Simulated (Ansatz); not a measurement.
**UB3LYP/6-31G(d) (Cartesian functions) run of SiN2H5 (SMILES N[SiH]N)**

Aim: the vertical ionisation energy of SiN2H5 at UB3LYP/6-31G* (Cartesian functions), from 2 runs. 

Program for the calculation: Ansatz 0.2.0.

50 further runs of the same task are left out: 50 set aside as unsound or not needed.

## (1) Starting point

SiN2H5 has 8 atoms, charge 0, and is taken as a doublet. As SMILES, `N[SiH]N`. Geometry: relaxed at PBE0-D4/def2-TZVP. This is one conformer, not always the lowest.

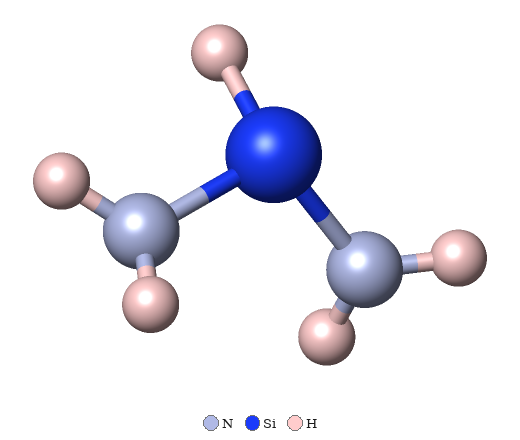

The structure, seen from a chosen angle (nitrogen light blue, silicon blue, hydrogen pink).

## (2) A single-point energy at UB3LYP/6-31G(d) (Cartesian functions)

File input.yaml:

```yaml
crystal:
  periodic: [false, false, false]
  atoms:
    - {symbol: "N", position_ang: [-1.027000, 0.622100, -0.768300]}
    - {symbol: Si, position_ang: [0.527700, 0.579900, -0.050700]}
    - {symbol: N, position_ang: [0.789500, -1.052600, 0.425100]}
    - {symbol: H, position_ang: [-1.817900, 0.144500, -0.364600]}
    - {symbol: H, position_ang: [-1.296600, 1.349400, -1.406800]}
    - {symbol: H, position_ang: [0.716400, 1.354100, 1.225100]}
    - {symbol: H, position_ang: [0.730800, -1.794000, -0.255200]}
    - {symbol: H, position_ang: [1.468900, -1.260500, 1.139500]}
basis:
  gaussian:
    orbitals: "6-31G*"
magnetization:
  spin_polarized: true
  initial_magnetization: 1
hamiltonian:
  xc: {name: B3LYP}
accuracy: high
output: {orbitals: {seedname: orbitals}}
```

Started as:

```bash
$ ansatz run input.yaml --threads 1 --pin off --max-ram 3480MiB --events-out events.jsonl --progress --plain --runs-dir runs
```

Log:

```text
Warning: RAYON_NUM_THREADS=1 ignored (pool sized by the plan → 1); use --threads N
Functional definition: B3LYP
  name "B3LYP"
  parameter a0 = 0.2
  parameter ax = 0.72
  parameter ac = 0.81
  exchange = (1 - a0 - ax)*slater_x + ax*b88_x + a0*exact_x
  correlation = (1 - ac)*vwn_rpa_c + ac*lyp_c
1331 factors; integrals over basis functions are off by at most 3.8e-9 eV
mean field evaluation 1: about -10927.8581 eV, gradient 5.3e1 eV
mean field evaluation 2: about -10907.9808 eV, gradient 8.1e1 eV
mean field evaluation 4: about -10938.6251 eV, gradient 5.0e0 eV
mean field evaluation 8: about -10938.8567 eV, gradient 7.6e-2 eV
mean field evaluation 16: about -10938.8568 eV, gradient 7.3e-5 eV
mean field -10938.85675235 eV, -401.9955710253 hartree, gradient 6.9e-8 eV, S^2 0.751726; 0 other end points of the search recorded, 0 dependent functions left out
reference -10938.85678816 eV, -401.9955723415 hartree; 17, 16 occupied and 42, 43 virtual orbitals, 1331 factors
Total energy: -10938.85678816 eV, -401.9955723415 hartree
```

Wall time 6.6 s (1 thread of Arm Neoverse V2, shared host); peak memory 0.24 GiB.

## (3) The singlet cation at the same level

File in.yaml:

```yaml
crystal:
  periodic: [false, false, false]
  atoms:
    - symbol: "N"
      position_ang: [-1.027000, 0.622100, -0.768300]
    - symbol: Si
      position_ang: [0.527700, 0.579900, -0.050700]
    - symbol: "N"
      position_ang: [0.789500, -1.052600, 0.425100]
    - symbol: H
      position_ang: [-1.817900, 0.144500, -0.364600]
    - symbol: H
      position_ang: [-1.296600, 1.349400, -1.406800]
    - symbol: H
      position_ang: [0.716400, 1.354100, 1.225100]
    - symbol: H
      position_ang: [0.730800, -1.794000, -0.255200]
    - symbol: H
      position_ang: [1.468900, -1.260500, 1.139500]
basis:
  gaussian:
    orbitals: "6-31G*"
total_charge: 1
hamiltonian:
  xc: {name: B3LYP}
accuracy: high
output: {orbitals: {seedname: orbitals}}
```

Started as:

```bash
$ ansatz run in.yaml --threads 1 --pin off --max-ram 3480MiB --events-out events.jsonl --progress --plain --runs-dir runs
```

Log, shortened:

```text
Warning: RAYON_NUM_THREADS=1 ignored (pool sized by the plan → 1); use --threads N
[... 7 set-up lines as earlier in the session ...]
1329 factors; integrals over basis functions are off by at most 3.8e-9 eV
mean field evaluation 1: about -10909.2623 eV, gradient 1.1e2 eV
mean field evaluation 2: about -10843.8328 eV, gradient 1.7e2 eV
mean field evaluation 4: about -10930.6154 eV, gradient 2.2e1 eV
mean field evaluation 8: about -10931.8366 eV, gradient 2.4e-1 eV
mean field evaluation 16: about -10931.8368 eV, gradient 2.8e-6 eV
mean field -10931.83681610 eV, -401.7375931267 hartree, gradient 3.6e-8 eV, S^2 0.000000; 0 other end points of the search recorded, 0 dependent functions left out
reference -10931.83684973 eV, -401.7375943623 hartree; 16, 16 occupied and 43, 43 virtual orbitals, 1329 factors
Total energy: -10931.83684973 eV, -401.7375943623 hartree
```

It took 3 s on 1 thread of Arm Neoverse V2, shared host; peak memory 0.16 GiB.

## (4) What came out

At UB3LYP/6-31G* (Cartesian functions):

```
                                          quantity          value
                      doublet SiN2H5: total energy  -401.99557 Eh
doublet SiN2H5: HOMO energy (highest over α and β)       -4.45 eV
 doublet SiN2H5: LUMO energy (lowest over α and β)       -1.50 eV
                              doublet SiN2H5: ⟨S²⟩          0.752
                      singlet cation: total energy  -401.73759 Eh
                       singlet cation: HOMO energy      -13.03 eV
                       singlet cation: LUMO energy       -9.48 eV
                     singlet cation: HOMO–LUMO gap        3.56 eV
vertical ionisation energy (to the singlet cation)       7.020 eV
```

What this shows: The vertical ionisation energy comes to 7.02 eV (677 kJ/mol). Only the singlet of the ionised species was computed; a triplet could lie lower.
